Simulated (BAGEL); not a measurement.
**B2H2F2 (SMILES BB(F)F) at RI-MP2/6-311+G(d,p) (density fitting with qzvpp-jkfit)**

What is the energy change on altering one bond length of B2H2F2 at RI-MP2/6-311+G** (density fitting with qzvpp-jkfit)? 

The calculation is run with BAGEL 1.2.2.

3 further runs of the same task are left out: 1 that didn't finish, 2 set aside as unsound or not needed. Runs told in other sessions of the task aren't counted.

## (1) The system as given

B2H2F2: 6 atoms, total charge 0, spin state singlet. SMILES: `BB(F)F`. The shape is that of a GFN2-xTB optimisation.

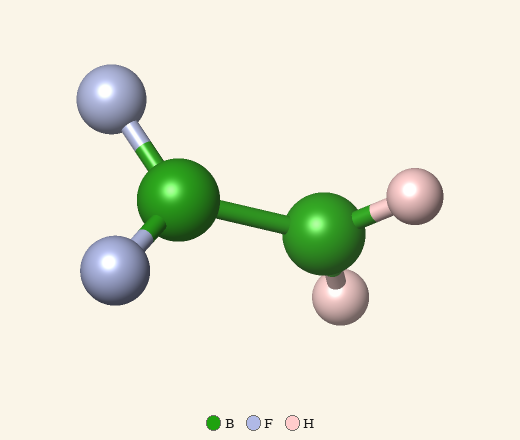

The structure, seen from a chosen angle (boron green, fluorine light blue, hydrogen pink).

## (2) The energy at RI-MP2/6-311+G(d,p) (density fitting with qzvpp-jkfit)

input.json

```json
{ "bagel" : [

{
  "title" : "molecule",
  "basis" : "6-311+gss.json",
  "df_basis" : "qzvpp-jkfit",
  "angstrom" : true,
  "geometry" : [
    { "atom" : "B", "xyz" : [   -0.384060,    0.723310,   -0.312960 ] },
    { "atom" : "B", "xyz" : [    0.345050,   -0.650110,    0.286370 ] },
    { "atom" : "F", "xyz" : [    0.646000,   -1.713150,   -0.448520 ] },
    { "atom" : "F", "xyz" : [    0.700630,   -0.821130,    1.551970 ] },
    { "atom" : "H", "xyz" : [   -1.545580,    0.840870,   -0.348270 ] },
    { "atom" : "H", "xyz" : [    0.237960,    1.620200,   -0.728600 ] }
  ]
},
{
  "title" : "hf"
},
{
  "title" : "mp2",
  "ncore" : 4
}

]}
```

The basis set 6-311+G** is read from a file made from the Basis Set Exchange's data (not shown).

Launch:

```bash
$ BAGEL_NUM_THREADS=1 BAGEL input.json > input.out
```

The program printed:

```text
* using 1 threads per process

  ===============================================================
  ===============================================================

  *** Geometry ***

  { "atom" : "B", "xyz" : [     -0.725768,      1.366858,     -0.591409 ] },
  { "atom" : "B", "xyz" : [      0.652050,     -1.228530,      0.541161 ] },
  { "atom" : "F", "xyz" : [      1.220763,     -3.237384,     -0.847580 ] },
  { "atom" : "F", "xyz" : [      1.323999,     -1.551711,      2.932798 ] },
  { "atom" : "H", "xyz" : [     -2.920723,      1.589014,     -0.658135 ] },
  { "atom" : "H", "xyz" : [      0.449679,      3.061734,     -1.376854 ] },

  Number of auxiliary basis functions:      340

  Since a DF basis is specified, we compute 2- and 3-index integrals:
    o Being stored without compression. Storage requirement is 0.027 GB

  Number of basis functions:      100
  Number of electrons      :       30

    * METHOD: MOLECULE                             0.12

  *** RHF ***

  === Nuclear Repulsion ===
    93.9485277830

      * DIIS with orbital gradients will be used.

  === RHF iteration (6-311+gss.json) ===
      0       -249.24521987          0.03345425           0.04
      1       -249.43799910          0.02354194           0.04
      2       -249.56479625          0.00172665           0.03
      3       -249.56652448          0.00023715           0.04
      4       -249.56656150          0.00005885           0.04
      5       -249.56656394          0.00001422           0.03
      6       -249.56656406          0.00000488           0.04
      7       -249.56656407          0.00000181           0.04
      8       -249.56656407          0.00000043           0.03
      9       -249.56656407          0.00000015           0.04
     10       -249.56656407          0.00000005           0.04
     11       -249.56656407          0.00000001           0.03
     12       -249.56656407          0.00000001           0.04
    * SCF iteration converged.

    * Permanent dipole moment:
           (    0.325370,    -0.612613,     0.259348) a.u.

    * METHOD: HF                                   0.60

  *** RHF ***

  === Nuclear Repulsion ===
    93.9485277830

      * DIIS with orbital gradients will be used.

  === RHF iteration (6-311+gss.json) ===
      0       -249.56656407          0.00000000           0.03
    * SCF iteration converged.

    * Permanent dipole moment:
           (    0.325370,    -0.612613,     0.259348) a.u.

  === DF-MP2 calculation ===

    * freezing 4 orbitals
    * 3-index integral transformation done
    * assembly done

      MP2 correlation energy:   -0.5763604997      0.04

      MP2 total energy:       -250.1429245728

    * METHOD: MP2                                  0.13

  ===============================================================
```

Wall time 1 s (1 thread of Arm Neoverse V2, shared host); peak memory 0.095 GiB.

## (3) The distorted shape at the same level

input.json

```json
{ "bagel" : [

{
  "title" : "molecule",
  "basis" : "6-311+gss.json",
  "df_basis" : "qzvpp-jkfit",
  "angstrom" : true,
  "geometry" : [
    { "atom" : "B", "xyz" : [   -0.967338,    1.822027,   -0.792416 ] },
    { "atom" : "B", "xyz" : [    0.345050,   -0.650110,    0.286370 ] },
    { "atom" : "F", "xyz" : [    0.646000,   -1.713150,   -0.448520 ] },
    { "atom" : "F", "xyz" : [    0.700630,   -0.821130,    1.551970 ] },
    { "atom" : "H", "xyz" : [   -2.128858,    1.939587,   -0.827726 ] },
    { "atom" : "H", "xyz" : [   -0.345318,    2.718917,   -1.208056 ] }
  ]
},
{
  "title" : "hf",
  "charge" : 0
},
{
  "title" : "mp2",
  "charge" : 0,
  "ncore" : 4
}

]}
```

The basis set 6-311+G** is read from a file made from the Basis Set Exchange's data (not shown).

Launch:

```bash
$ BAGEL_NUM_THREADS=1 BAGEL input.json > input.out
```

The program printed:

```text
* using 1 threads per process

  ===============================================================
  ===============================================================

  *** Geometry ***

  { "atom" : "B", "xyz" : [     -1.828004,      3.443132,     -1.497449 ] },
  { "atom" : "B", "xyz" : [      0.652050,     -1.228530,      0.541161 ] },
  { "atom" : "F", "xyz" : [      1.220763,     -3.237384,     -0.847580 ] },
  { "atom" : "F", "xyz" : [      1.323999,     -1.551711,      2.932798 ] },
  { "atom" : "H", "xyz" : [     -4.022959,      3.665288,     -1.564175 ] },
  { "atom" : "H", "xyz" : [     -0.652556,      5.138008,     -2.282895 ] },

  Number of auxiliary basis functions:      340

  Since a DF basis is specified, we compute 2- and 3-index integrals:
    o Being stored without compression. Storage requirement is 0.027 GB

  Number of basis functions:      100
  Number of electrons      :       30

    * METHOD: MOLECULE                             0.12

  *** RHF ***

  === Nuclear Repulsion ===
    82.4247520678

      * DIIS with orbital gradients will be used.

  === RHF iteration (6-311+gss.json) ===
      0       -249.01555603          0.03474526           0.03
      1       -249.24566901          0.02563925           0.04
      2       -249.40993168          0.00232736           0.04
      3       -249.41425035          0.00051018           0.03
      4       -249.41444739          0.00019559           0.04
      5       -249.41447032          0.00004157           0.04
      6       -249.41447182          0.00000864           0.03
      7       -249.41447189          0.00000264           0.04
      8       -249.41447189          0.00000119           0.04
      9       -249.41447190          0.00000024           0.03
     10       -249.41447190          0.00000008           0.04
     11       -249.41447190          0.00000002           0.04
     12       -249.41447190          0.00000001           0.03
    * SCF iteration converged.

    * Permanent dipole moment:
           (    0.551077,    -1.038184,     0.448355) a.u.

    * METHOD: HF                                   0.60

  *** RHF ***

  === Nuclear Repulsion ===
    82.4247520678

      * DIIS with orbital gradients will be used.

  === RHF iteration (6-311+gss.json) ===
      0       -249.41447190          0.00000000           0.04
    * SCF iteration converged.

    * Permanent dipole moment:
           (    0.551077,    -1.038184,     0.448355) a.u.

  === DF-MP2 calculation ===

    * freezing 4 orbitals
    * 3-index integral transformation done
    * assembly done

      MP2 correlation energy:   -0.5870569611      0.03

      MP2 total energy:       -250.0015288568

    * METHOD: MP2                                  0.12

  ===============================================================
```

Run time: 1 s. Hardware: 1 thread of Arm Neoverse V2, shared host; peak memory 0.096 GiB.

## (4) Summary of results

Level: RI-MP2/6-311+G** (density fitting with qzvpp-jkfit), 4 core orbitals frozen.

| quantity | value |
| --- | --- |
| first shape: total energy | -250.14292 Eh |
| first shape: correlation energy (4 core orbitals frozen) | -576.4 mEh |
| distorted shape: total energy | -250.00153 Eh |
| distorted shape: correlation energy (4 core orbitals frozen) | -587.1 mEh |
| energy change with the B1–B2 bond stretched from 1.666 to 3.000 Å | 3.848 eV |

**Reading.** With the B1–B2 bond stretched from 1.666 to 3.000 Å the energy rises by 3.85 eV (89 kcal/mol). The first shape isn't relaxed at this level, so the change isn't measured from a minimum. A restricted reference can't describe the breaking bond well at this length.
